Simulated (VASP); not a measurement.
Band structure of SnSe2 (space group P-3m1). These are r2SCAN+rVV10 with spin-orbit coupling, VASP's PBE PAW potentials (set 64) (plane waves; VASP) values and carry that method's errors.

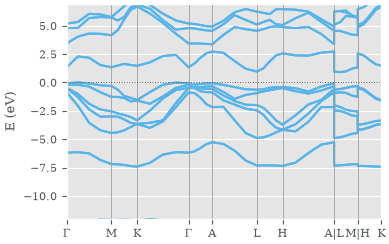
*Bands along high-symmetry lines, zero at the valence-band maximum or, without a gap, the Fermi level*

Q: Read the plot: is there a gap, and where are the band edges?

A: The gap is indirect, 0.91 eV, from the valence maximum at Γ-M at 0.25 to the conduction minimum at (0.50, 0.00, 0.33).

The structure comes from a measured SnSe2 entry (P-3m1) of the Crystallography Open Database, whose conditions weren't checked. It was relaxed first.
